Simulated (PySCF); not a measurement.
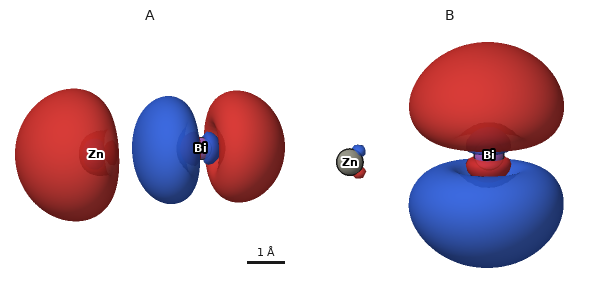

Figure. ZnBi (quartet). Two frontier α-spin orbitals, each drawn at the value that holds 80 % of its norm (red and blue are the two phases), in no order; of a degenerate pair one member is drawn.

Core potentials replace the inner electrons of Bi.

All numbers below come from PBE0/cc-pVDZ(-PP), non-relativistic Hamiltonian with scalar-relativistic core potentials where named, at a bond length of 2.924 Å in PySCF 2.14.0.

Name the orbitals and rank them from lowest to highest energy.

Orbital B: π, occupied in this spin, −6.19 eV; mainly on Bi (95 %).
Orbital A: σ, occupied in this spin, −5.16 eV; shared between the atoms (Zn 50 %, Bi 50 %).
